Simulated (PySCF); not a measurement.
# C3H6S ((methylthio)ethene): levels of theory compared

Wanted: a comparison of 4 runs (B3LYP/6-31G*, PBE/cc-pVDZ, MP2/3-21G, CCSD/6-311G**) of C3H6S ((methylthio)ethene). Input form: a Python script.

The calculation is run with PySCF 2.14.0.

## Step 1: The molecule

C3H6S: 10 atoms, total charge 0, spin state singlet. SMILES: `C=CSC`. Geometry: relaxed at PBE0-D4/def2-TZVP. This is one conformer, not always the lowest.

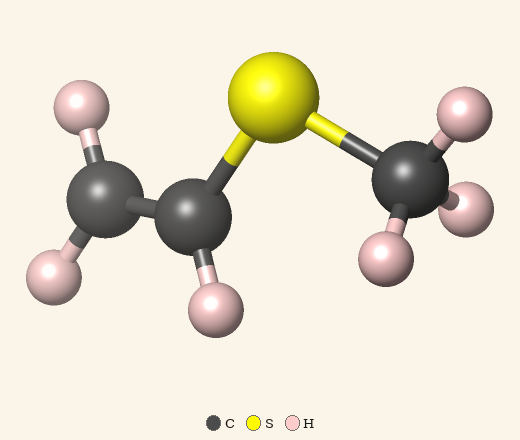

Viewed from a chosen angle; carbon dark grey, sulfur yellow, hydrogen pink.

## Step 2: Energy and forces at B3LYP/6-31G(d) (spherical functions) (run 1)

File input.py:

```python
from pyscf import gto, dft

mol = gto.M(
    atom=[
    ('C', (-0.656500, 1.908400, -0.637400)),
    ('C', (-0.509800, 0.669100, -0.182300)),
    ('S', (0.790800, 0.154500, 0.857600)),
    ('C', (0.782200, -1.615100, 0.538900)),
    ('H', (-1.531000, 2.179900, -1.215600)),
    ('H', (0.073900, 2.684200, -0.437900)),
    ('H', (-1.252100, -0.094500, -0.401500)),
    ('H', (1.073700, -1.835800, -0.488100)),
    ('H', (1.510500, -2.058900, 1.217900)),
    ('H', (-0.198600, -2.043300, 0.751300)),
],
    spin=0,
    charge=0,
    verbose=4,
    max_memory=1860,
    basis='6-31g*',
)

mf = dft.RKS(mol, xc='b3lyp')
mf.conv_tol = 1e-10
mf.grids.level = 5
mf.kernel()
if not mf.converged:
    mf = mf.newton().run(mf.mo_coeff, mf.mo_occ)

etot = mf.e_tot
print('E(%s) = %.9f' % ('B3LYP', etot))
grad = mf.nuc_grad_method().kernel()
dip = mf.dip_moment()
pop, q = mf.mulliken_pop()
```

Launch:

```sh
$ OMP_NUM_THREADS=1 python input.py
```

The program printed:

```text
PySCF version 2.14.0

[... 80 lines left out ...]
converged SCF energy = -516.085702304708
[... 13 lines left out ...]
Dipole moment(X, Y, Z, Debye): -0.56949, -1.36246, -0.64390
[... 44 lines left out ...]
pop of  2 S 3dz^2         0.01215
pop of  2 S 3dxz          0.01718
pop of  2 S 3dx2-y2       0.02469
pop of  3 C 1s            1.99671
pop of  3 C 2s            0.67449
pop of  3 C 3s            0.69850
pop of  3 C 2px           0.73879
pop of  3 C 2py           0.62863
pop of  3 C 2pz           0.73841
pop of  3 C 3px           0.38180
pop of  3 C 3py           0.31944
pop of  3 C 3pz           0.38511
pop of  3 C 3dxy          0.00715
pop of  3 C 3dyz          0.00594
pop of  3 C 3dz^2         0.00849
pop of  3 C 3dxz          0.00637
pop of  3 C 3dx2-y2       0.00701
pop of  4 H 1s            0.52796
pop of  4 H 2s            0.32534
pop of  5 H 1s            0.52750
pop of  5 H 2s            0.32141
pop of  6 H 1s            0.52843
pop of  6 H 2s            0.31599
pop of  7 H 1s            0.52421
pop of  7 H 2s            0.28842
pop of  8 H 1s            0.52237
pop of  8 H 2s            0.29032
pop of  9 H 1s            0.52425
pop of  9 H 2s            0.29517
 ** Mulliken atomic charges  **
charge of    0C =     -0.32802
charge of    1C =     -0.22957
charge of    2S =      0.14581
charge of    3C =     -0.59685
charge of    4H =      0.14670
charge of    5H =      0.15108
charge of    6H =      0.15558
charge of    7H =      0.18737
charge of    8H =      0.18731
charge of    9H =      0.18058
```

Wall time 79 s (1 thread of Intel Xeon at 2.50GHz (Skylake/Cascade Lake), shared host); peak memory 0.71 GiB.

## Step 3: Energy and gradient at PBE/cc-pVDZ (run 2)

File run.py:

```python
# C=CSC
from pyscf import gto, dft

mol = gto.Mole()
mol.atom = '''
C     -0.656500     1.908400    -0.637400
C     -0.509800     0.669100    -0.182300
S      0.790800     0.154500     0.857600
C      0.782200    -1.615100     0.538900
H     -1.531000     2.179900    -1.215600
H      0.073900     2.684200    -0.437900
H     -1.252100    -0.094500    -0.401500
H      1.073700    -1.835800    -0.488100
H      1.510500    -2.058900     1.217900
H     -0.198600    -2.043300     0.751300
'''
mol.max_memory = 1860
mol.verbose = 3
mol.basis = 'cc-pvdz'
mol.build()

mf = dft.RKS(mol)
mf.xc = 'pbe'
mf.conv_tol = 1e-10
mf.grids.level = 5
mf.kernel()
if not mf.converged:
    mf = mf.newton().run(mf.mo_coeff, mf.mo_occ)

energy = mf.e_tot
print('E(%s) = %.9f' % ('PBE', energy))
grad = mf.nuc_grad_method().kernel()
dip = mf.dip_moment()
pop, q = mf.mulliken_pop()
```

Launch:

```sh
$ OMP_NUM_THREADS=1 python run.py
```

The program printed:

```text
converged SCF energy = -515.755306734319
E(PBE) = -515.755306734
--------------- RKS gradients ---------------
         x                y                z
0 C     0.0012586503    -0.0117050946     0.0044077740
1 C    -0.0011425317     0.0093627434    -0.0026497451
2 S    -0.0094221600    -0.0071203352    -0.0095782180
3 C    -0.0002365640    -0.0001086651    -0.0003428523
4 H     0.0092730343    -0.0028808662     0.0059287543
5 H    -0.0075650349    -0.0083298829    -0.0019917570
6 H     0.0078291850     0.0085437800     0.0022406108
7 H    -0.0029897332     0.0026813663     0.0107268133
8 H    -0.0071860864     0.0046434829    -0.0066612514
9 H     0.0101833751     0.0049153223    -0.0020779043
----------------------------------------------
Dipole moment(X, Y, Z, Debye): -0.38687, -1.37877, -0.44695
 ** Mulliken pop  **
pop of  0 C 1s            2.01471
pop of  0 C 2s            0.66312
pop of  0 C 3s            0.37050
pop of  0 C 2px           0.69932
pop of  0 C 2py           0.74975
pop of  0 C 2pz           0.64086
pop of  0 C 3px           0.22273
pop of  0 C 3py           0.22514
pop of  0 C 3pz           0.35832
pop of  0 C 3dxy          0.01486
pop of  0 C 3dyz          0.00831
pop of  0 C 3dz^2         0.00387
pop of  0 C 3dxz          0.00219
pop of  0 C 3dx2-y2       0.00867
pop of  1 C 1s            2.01441
pop of  1 C 2s            0.68234
pop of  1 C 3s            0.49934
pop of  1 C 2px           0.65451
pop of  1 C 2py           0.77476
pop of  1 C 2pz           0.62786
pop of  1 C 3px           0.25348
pop of  1 C 3py           0.23829
pop of  1 C 3pz           0.34123
pop of  1 C 3dxy          0.01842
pop of  1 C 3dyz          0.01299
pop of  1 C 3dz^2         0.01293
pop of  1 C 3dxz          0.00749
pop of  1 C 3dx2-y2       0.01170
pop of  2 S 1s            1.99999
pop of  2 S 2s            2.03456
pop of  2 S 3s            0.93150
pop of  2 S 4s            0.87182
pop of  2 S 2px           2.00258
pop of  2 S 2py           2.00285
pop of  2 S 2pz           2.00248
pop of  2 S 3px           0.83474
pop of  2 S 3py           0.67848
pop of  2 S 3pz           0.86811
pop of  2 S 4px           0.60762
pop of  2 S 4py           0.36255
pop of  2 S 4pz           0.67917
pop of  2 S 3dxy          0.02160
pop of  2 S 3dyz          0.02017
pop of  2 S 3dz^2         0.01910
pop of  2 S 3dxz          0.02168
pop of  2 S 3dx2-y2       0.03288
pop of  3 C 1s            2.01572
pop of  3 C 2s            0.66545
pop of  3 C 3s            0.45304
pop of  3 C 2px           0.73351
pop of  3 C 2py           0.63621
pop of  3 C 2pz           0.73317
pop of  3 C 3px           0.30375
pop of  3 C 3py           0.25963
pop of  3 C 3pz           0.30428
pop of  3 C 3dxy          0.00935
pop of  3 C 3dyz          0.00942
pop of  3 C 3dz^2         0.00771
pop of  3 C 3dxz          0.00523
pop of  3 C 3dx2-y2       0.00823
pop of  4 H 1s            0.74778
pop of  4 H 2s            0.19605
pop of  4 H 2px           0.01422
pop of  4 H 2py           0.00657
pop of  4 H 2pz           0.01031
pop of  5 H 1s            0.74565
pop of  5 H 2s            0.20339
pop of  5 H 2px           0.01164
pop of  5 H 2py           0.01214
pop of  5 H 2pz           0.00701
pop of  6 H 1s            0.75111
pop of  6 H 2s            0.19942
pop of  6 H 2px           0.01166
pop of  6 H 2py           0.01176
pop of  6 H 2pz           0.00652
pop of  7 H 1s            0.73632
pop of  7 H 2s            0.16169
pop of  7 H 2px           0.00752
pop of  7 H 2py           0.00555
pop of  7 H 2pz           0.01665
pop of  8 H 1s            0.73698
pop of  8 H 2s            0.16953
pop of  8 H 2px           0.01170
pop of  8 H 2py           0.00732
pop of  8 H 2pz           0.01098
pop of  9 H 1s            0.73709
pop of  9 H 2s            0.16491
pop of  9 H 2px           0.01557
pop of  9 H 2py           0.00711
pop of  9 H 2pz           0.00717
 ** Mulliken atomic charges  **
charge of    0C =      0.01765
charge of    1C =     -0.14975
charge of    2S =      0.00813
charge of    3C =     -0.14470
charge of    4H =      0.02507
charge of    5H =      0.02016
charge of    6H =      0.01952
charge of    7H =      0.07228
charge of    8H =      0.06349
charge of    9H =      0.06815
```

Wall time 1.7 min (1 thread of Intel Xeon at 2.50GHz (Skylake/Cascade Lake), shared host); peak memory 0.88 GiB.

Run 3 isn't shown in full; the table further down has it.

## Step 4: The energy at CCSD/6-311G(d,p) (run 4)

File run.py:

```python
from pyscf import gto, scf, cc

molecule = gto.M(
    atom='''
C     -1.240605     3.606353    -1.204511
C     -0.963382     1.264416    -0.344497
S      1.494395     0.291963     1.620629
C      1.478144    -3.052097     1.018373
H     -2.893171     4.119414    -2.297151
H      0.139651     5.072403    -0.827511
H     -2.366126    -0.178579    -0.758725
H      2.028999    -3.469159    -0.922375
H      2.854431    -3.890757     2.301497
H     -0.375300    -3.861277     1.419751
''',
    unit='bohr',
    basis='6-311g**',
    charge=0,
    max_memory=1860,
    verbose=4,
)

mf = scf.RHF(molecule)
mf.conv_tol = 1e-10
mf.kernel()
if not mf.converged:
    mf = mf.newton().run(mf.mo_coeff, mf.mo_occ)

mycc = cc.CCSD(mf, frozen=8)
mycc.kernel()
e_final = mycc.e_tot
print('Final energy', e_final)
mf.analyze()
```

Launch:

```sh
$ OMP_NUM_THREADS=1 python run.py
```

The program printed:

```text
PySCF version 2.14.0

[... 98 lines left out ...]
Total Energy =                        -514.629542331608718
[... 12 lines left out ...]
MO #6   energy= -6.63930187345333  occ= 2
[... 10 lines left out ...]
MO #17  energy= -0.512088072392124 occ= 2
[... 10 lines left out ...]
MO #28  energy= 0.234662236333653  occ= 0
[... 10 lines left out ...]
MO #39  energy= 0.611490146009618  occ= 0
[... 10 lines left out ...]
MO #50  energy= 0.937330117363674  occ= 0
[... 10 lines left out ...]
MO #61  energy= 1.38216303371779   occ= 0
[... 10 lines left out ...]
MO #72  energy= 1.93296281086297   occ= 0
[... 10 lines left out ...]
MO #83  energy= 2.41045866488755   occ= 0
[... 10 lines left out ...]
MO #94  energy= 2.86620168532412   occ= 0
[... 10 lines left out ...]
MO #105 energy= 4.11817638332484   occ= 0
[... 10 lines left out ...]
MO #116 energy= 192.24446909733    occ= 0
[... 90 lines left out ...]
pop of  5 H 3s            0.00211
pop of  5 H 2px           0.00070
pop of  5 H 2py           0.00082
pop of  5 H 2pz           0.00022
pop of  6 H 1s            0.88254
pop of  6 H 2s            0.00877
pop of  6 H 3s            0.00236
pop of  6 H 2px           0.00086
pop of  6 H 2py           0.00068
pop of  6 H 2pz           0.00024
pop of  7 H 1s            0.88214
pop of  7 H 2s            0.00793
pop of  7 H 3s            0.00235
pop of  7 H 2px           0.00012
pop of  7 H 2py           0.00015
pop of  7 H 2pz           0.00109
pop of  8 H 1s            0.87001
pop of  8 H 2s            0.00730
pop of  8 H 3s            0.00202
pop of  8 H 2px           0.00052
pop of  8 H 2py           0.00032
pop of  8 H 2pz           0.00043
pop of  9 H 1s            0.88567
pop of  9 H 2s            0.00745
pop of  9 H 3s            0.00224
pop of  9 H 2px           0.00096
pop of  9 H 2py           0.00032
pop of  9 H 2pz           0.00009
 ** Mulliken atomic charges  **
charge of    0C =     -0.24600
charge of    1C =     -0.17723
charge of    2S =      0.11556
charge of    3C =     -0.34801
charge of    4H =      0.11290
charge of    5H =      0.10934
charge of    6H =      0.10454
charge of    7H =      0.10622
charge of    8H =      0.11941
charge of    9H =      0.10327
Dipole moment(X, Y, Z, Debye): -0.70338, -1.30697, -0.78739
```

Run time: 97 s. Hardware: 1 thread of Intel Xeon at 2.50GHz (Skylake/Cascade Lake), shared host; peak memory 0.98 GiB.

## Step 5: The series

```tsv
run	level	integration grid	frozen core orbitals	energy (Eh)	dipole moment (D) of the reference	HOMO energy (eV)	LUMO energy (eV)	wall time
1	B3LYP/6-31G* (spherical functions)	5	–	-516.085702	1.61	-5.71	0.35	79 s
2	PBE/cc-pVDZ	5	–	-515.755307	1.50	-4.92	-0.65	1.7 min
3	MP2/3-21G	–	8	-512.296921	1.79	-8.60	4.59	12 s
4	CCSD/6-311G**	–	8	-515.249637	1.68	-8.55	3.82	97 s
```

## Step 6: Summary of results

```
                                          quantity          value
                               run 4: total energy  -515.24964 Eh
       run 4: dipole moment (Hartree–Fock density)         1.68 D
        run 4: HOMO energy (Hartree–Fock orbitals)       -8.55 eV
        run 4: LUMO energy (Hartree–Fock orbitals)        3.82 eV
      run 4: HOMO–LUMO gap (Hartree–Fock orbitals)       12.37 eV
run 4: correlation energy (8 core orbitals frozen)     -620.1 mEh
                              run 4: T1 diagnostic          0.011
```

In words: Totals of different functionals can't be ranked against each other. All runs together took 4.9 min, the longest 1.7 min.
